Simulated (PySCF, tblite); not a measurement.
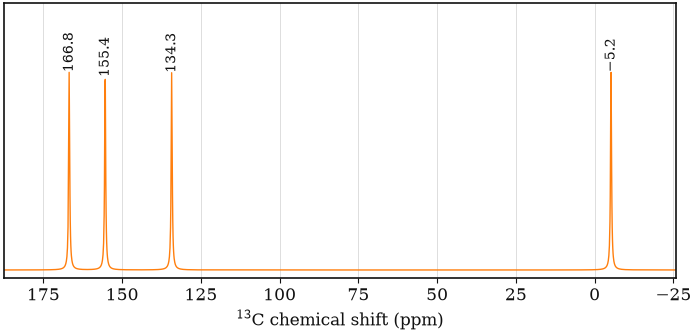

GIAO shifts, PBE0/pcSseg-1, PySCF, at a GFN2-xTB geometry (a minimum by its frequencies), against TMS for ¹³C computed at the same level. Gas phase, fully decoupled, line heights follow the number of nuclei, widths are arbitrary (no quadrupolar broadening); values of one conformer, averaged over nuclei that symmetry or rotation about single bonds exchange, these motions taken as fast; other conformers aren't averaged in.

Which structure fits the spectrum?
A. C₇H₁₀OP₂, SMILES CCc1ccpc(OC)p1
B. C₉H₁₁P, SMILES CC(C)=Pc1ccccc1
C. C₄H₉F₃Si₂, SMILES C[SiH2]/C=C(/[SiH3])C(F)(F)F
D. C₄H₅Cl (4-chloro-1,2-butadiene), SMILES C=C=CCCl

Option C. Its ¹³C signals: 166.8 (1 C), 155.4 (1 C), 134.3 (1 C), −5.2 (1 C) ppm.

Note: the tight-binding geometry is rougher than a DFT one and adds to the error.
